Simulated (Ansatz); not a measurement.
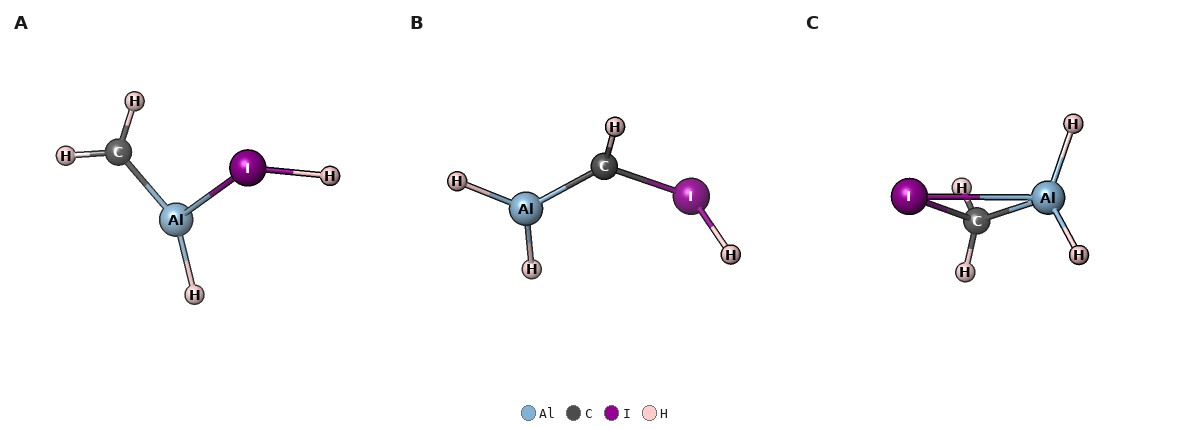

3 stationary structures of one formula. Geometries: PBE-D4/def2-SVP. Electronic energies: PBE-D4/def2-SVP (Ansatz 0.2.0), without zero-point energy. No frequency run is at hand to confirm each as a minimum. Each is one conformer, not always the lowest.

> Rank them by energy, lowest first.

C is lowest (Cs); A lies 44.6 kcal/mol above it (C1), B lies 74.0 kcal/mol above it (C1).
